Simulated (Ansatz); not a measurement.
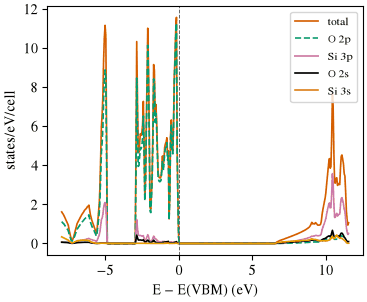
Figure. Total and projected density of states of SiO$_{2}$ in space group I-42d (No. 122; Si on 4a, O on 8d), the program Ansatz at the r²SCAN level (PAW)

**Question.** Which orbitals carry the states next to the gap?

**Answer.** Top 1 eV of the valence band: O 2p 96 %. Bottom 1 eV of the conduction band: Si 3s 38 %, O 2s 18 %, Si 3p 17 %, outside the projected shells 24 %. Projections are on Löwdin-orthogonalised atomic valence shells; empty p or d shells of many metals are not among them.

The first step of the workflow began from a Materials Project structure, measured or hypothetical; the Crystallography Open Database copy checked does not list it. It is not the phase usual at ambient conditions (space group No. 92, 152, 154). The r²SCAN relaxation kept the symmetry of its start; whether a distortion lowers the energy is not shown.

Potentials: the later of the program's two PAW sets.
